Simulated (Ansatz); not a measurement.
Loss of H2O: C4H6O3 → C4H4O2 + H2O

Species: C4H6O3 `O=COCC1CO1`, singlet; C4H4O2 `C#CCOC=O`, singlet; H2O (water) `O`, singlet. This is a balance of energies; it says nothing on the path, which may need atoms to shift.

Shapes, held fixed at every level: PBE0-D4/def2-TZVP. Flexible molecules stand in one conformer, not always the lowest. Programs: Ansatz 0.2.0. Electronic energies: no zero-point or thermal term.

```csv
level,kind,ΔE (kJ/mol),less CCSD(T)/CBS estimate
HF/def2-TZVPP,Hartree–Fock,+54.0,-11.0
r2SCAN-D4/def2-TZVPP,meta-GGA,+97.7,+32.7
PBE0-D4/def2-TZVPP,global hybrid,+107.2,+42.2
wB97M-V/def2-TZVPP,range-separated hybrid,+84.8,+19.8
B2PLYP/def2-TZVPP,double hybrid,+62.7,-2.3
CCSD(T)/def2-TZVPP,coupled cluster or CI,+71.3,+6.3
CCSD/def2-TZVPP,coupled cluster or CI,+70.4,+5.4
CCSD(T)/CBS estimate,coupled cluster or CI,+65.0,0.0
```

The highest level, CCSD(T)/CBS estimate, gives ΔE = +65.0 kJ/mol; the levels span +54.0 to +107.2. The column of differences is taken from that level and isn't an error. No measured value is set beside it here. The CBS estimate extrapolates MP2 from def2-TZVPP and def2-QZVPP and adds CCSD(T) − MP2 in the triple-zeta set, cores frozen.

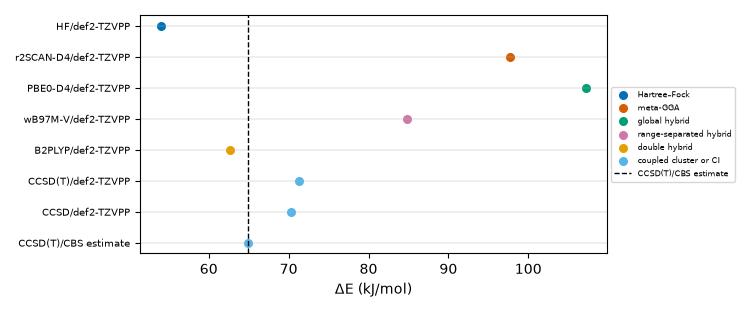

The values of the table, level by level.
